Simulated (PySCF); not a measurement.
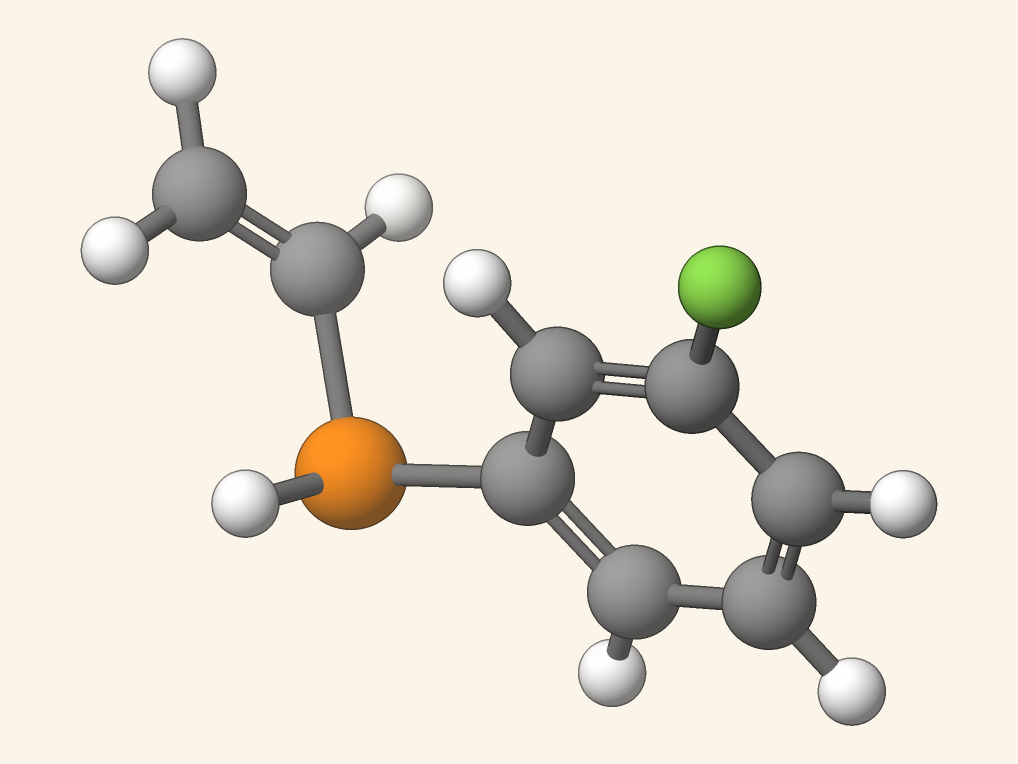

Rendered structure (ball-and-stick style). Multiple sticks mark multiple bonds (one Kekulé form). Colours: carbon grey, phosphorus orange, fluorine green, hydrogen white.

The computed structure is the end point of a PBE0-D3(BJ)/def2-SVP optimisation. No frequency run is at hand to confirm it as a minimum.

Question: Count the atoms of each element.

Answer: C₈H₈FP, 18 atoms: 8 carbon, 8 hydrogen, 1 fluorine and 1 phosphorus.

Question: Describe its rings.

Answer: Independent rings (smallest set): 1 of 6 members, 1 of them aromatic.

Question: How many bonds of each kind are drawn?

Answer: 7 C–C, 7 C–H, 2 C–P, 1 C–F, 1 P–H.

More results for the same structure follow; atom numbers are the same in all pictures, views and colours differ.

**Shape**

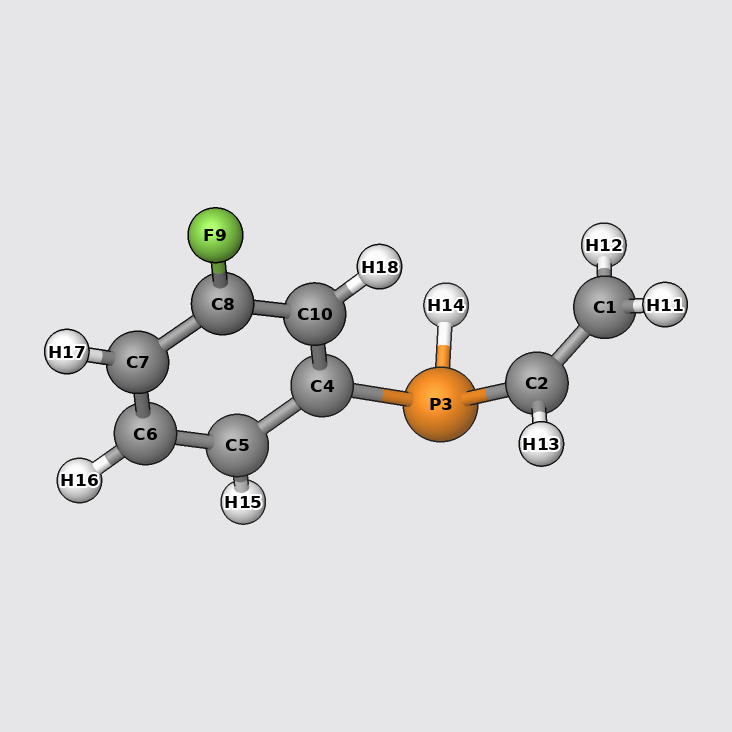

Numbered structure. No frequency run is at hand to confirm it as a minimum.

Which atoms are bonded, and how long are the bonds? Leave out bonds to hydrogen.

```
  bond  length (Å)     order
 C1–C2       1.337    double
 C2–P3       1.819    single
 P3–C4       1.847    single
 C4–C5       1.400  aromatic
C4–C10       1.400  aromatic
 C5–C6       1.395  aromatic
 C6–C7       1.392  aromatic
 C7–C8       1.391  aromatic
 C8–F9       1.332    single
C8–C10       1.388  aromatic
```

**Dipole moment**

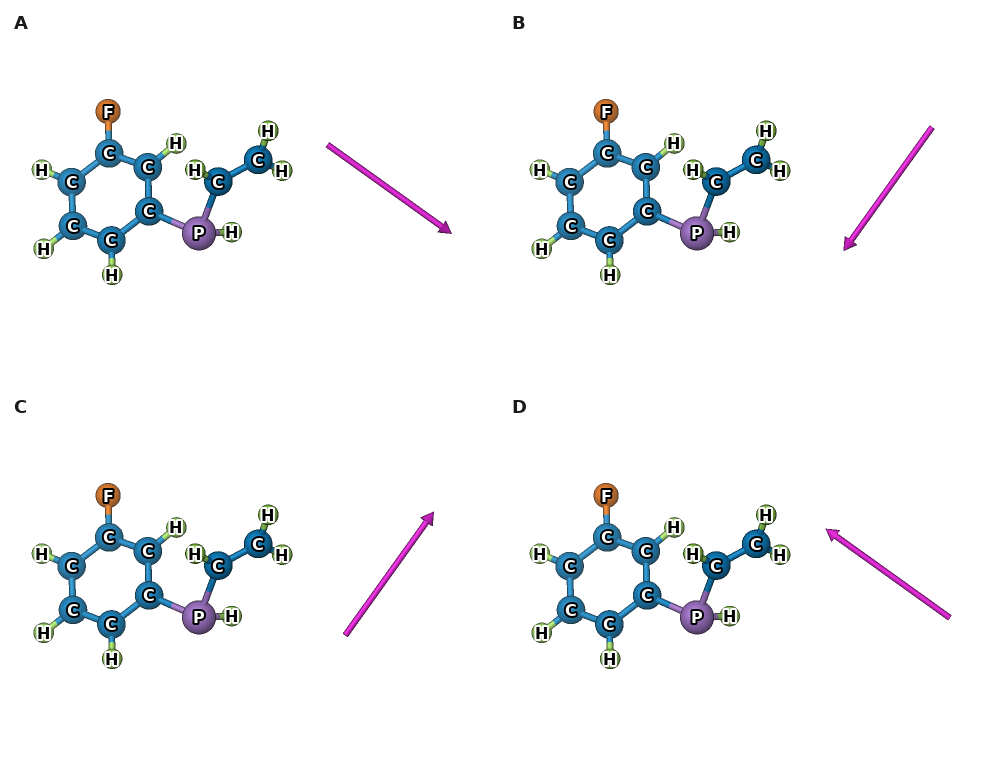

The same molecule four times, each with an arrow. No frequency run is at hand to confirm it as a minimum. Method: B3LYP/pcSseg-1, gas phase (PySCF 2.14.0).

Question: Which arrow points along the dipole moment, from the negative to the positive end?

Answer: B. The dipole moment is 0.31 D.

**Ring current**

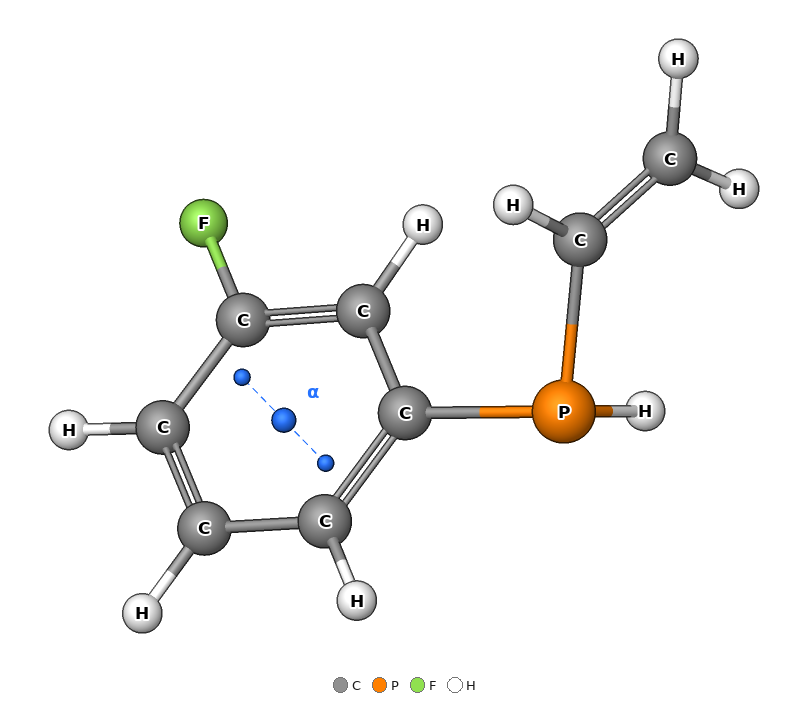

The small points mark where nucleus-independent chemical shifts (NICS) were computed: at the centre of each lettered ring and 1 Å above and below it. No frequency run is at hand to confirm it as a minimum. Method: GIAO PBE0/pcSseg-1 NMR shielding, non-relativistic, IEF-PCM dichloromethane (PySCF 2.14.0).

Give NICS(0), NICS(1) and the out-of-plane component NICS(1)zz for each ring (means of the two sides).

```tsv
ring	members	NICS(0)	NICS(1)	NICS(1)zz
α	C6	−9.7	−11.3	−27.4
```

Values in ppm.

Question: What do the values say about the ring currents?

Answer: Ring α: diatropic, as in an aromatic ring. NICS is one index among several.

**Excitation**

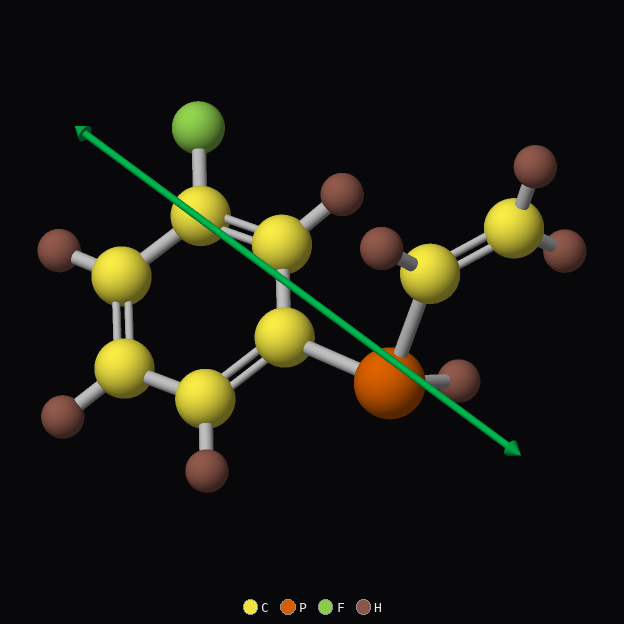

The double arrow shows the direction of the transition dipole to excited singlet state 6 (its length means nothing). No frequency run is at hand to confirm it as a minimum. Properties computed with TDDFT PBE0/def2-SVPD, vertical, gas phase, core orbitals frozen in the response (PySCF 2.14.0).

Question: Where does the transition lie, and how strong is it?

Answer: 6.09 eV (204 nm), oscillator strength 0.064, of mixed character, with the largest part HOMO−2 → LUMO (weight 0.37); transition dipole 1.67 D.
